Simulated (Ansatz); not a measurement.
# Calibrating SPW92/def2-TZVPP on Si-containing radicals

The atomisation energy (no zero-point term) in kJ/mol of 6 Si-containing radicals: x at SPW92/def2-TZVPP, y at CCSD(T)/CBS estimate. Shapes, held fixed at every level: PBE0-D4/def2-TZVP. Flexible molecules stand in one conformer, not always the lowest. Programs: Ansatz 0.2.0.

| molecule | x (kJ/mol) | y (kJ/mol) |
| --- | --- | --- |
| Si2H5O2 (SMILES O[SiH]O[SiH3]) | 3500 | 3117 |
| C2H5OSi (SMILES C=C[SiH]O) | 3901 | 3414 |
| CH7SSi2 (SMILES C[SiH2]S[SiH2]) | 3937 | ? |
| C2H5O2Si (SMILES CC(=O)O[SiH2]) | 4539 | 3904 |
| C2H7OSi (SMILES CC[SiH]O) | 4559 | 4028 |
| C2H9Si2 (SMILES C[SiH][SiH2]C) | 4885 | 4389 |

Question: Fit y = c + s·x to the known rows and predict y for CH7SSi2.

Answer: 
1. Means of the 5 rows: x = 4276.80, y = 3770.4.
2. Σ(Δx)² = 1262937, Σ(Δx·Δy) = 1125453, so the slope is 1125453/1262937 = 0.89114.
3. Intercept: 3770.4 − (0.89114) × 4276.80 = -40.8. The largest residual of the fit is 100.
4. CH7SSi2: -40.8 + 0.89114 × 3937 = 3468 kJ/mol.

CCSD(T)/CBS estimate gives 3530 kJ/mol, so the prediction is off by -62 kJ/mol, within the largest residual. Uncorrected, SPW92/def2-TZVPP misses CH7SSi2 by +407 kJ/mol, and the other rows by 506 on average. The line overshoots: the miss goes from +407 to -62. Left out in turn, the other rows are missed by 89 kJ/mol on average. Spin contamination: C2H5OSi (⟨S²⟩ up to 0.87). Open shells run unrestricted. The CBS estimate extrapolates MP2 from def2-TZVPP and def2-QZVPP and adds CCSD(T) − MP2 in the triple-zeta set, cores frozen.

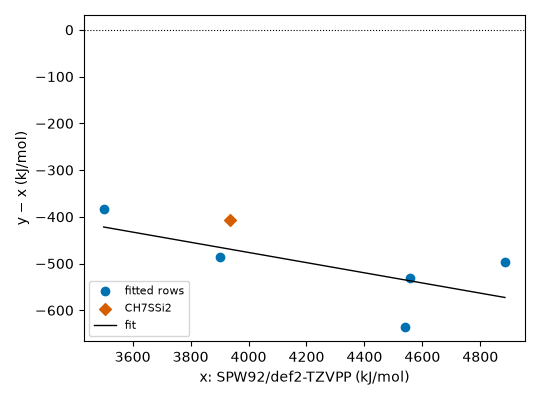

The correction y − x against x, with the fitted line and the withheld molecule.
